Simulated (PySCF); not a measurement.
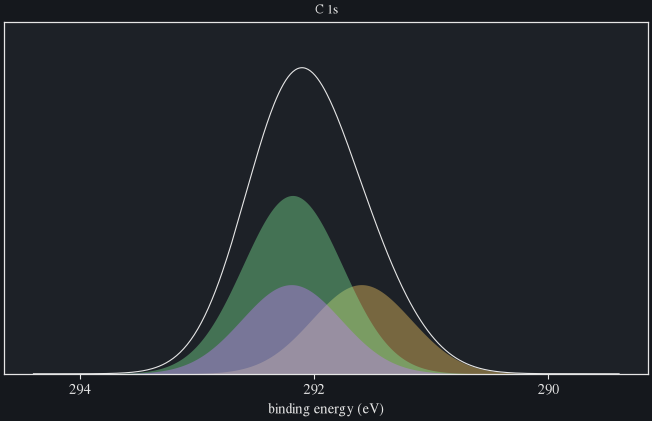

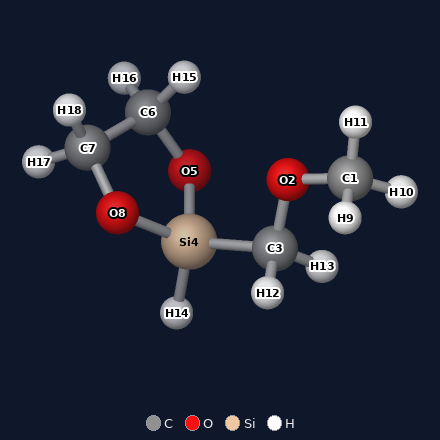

Simulated XPS of C₄H₁₀O₃Si, SMILES COC[SiH]1OCCO1. Vertical core-electron binding energies by ΔSCF (SCAN, pcX-2 on the ionised atom, pcseg-1 elsewhere, spin-free X2C; PySCF 2.14.0, at a PBE0-D3(BJ)/def2-SVP geometry (no frequency check)), gas phase, against the vacuum level. One atom of each kind was ionised; within a panel, areas follow the number of like atoms, Gaussians of 1.0 eV full width. Only the regions named are shown. Lines closer than the width merge in the curve. The order of lines from different atoms under 0.3 eV apart is within the error of the method.

Assign the components.

Answer.
```
level   atoms  binding energy (eV)
 C 1s      C1                292.2
 C 1s  C6, C7                292.2
 C 1s      C3                291.6
```

How large is the chemical shift across the C 1s region?

Answer. 0.6 eV, from C3 at 291.6 eV to C1 at 292.2 eV.

Note: one conformer of a flexible molecule.
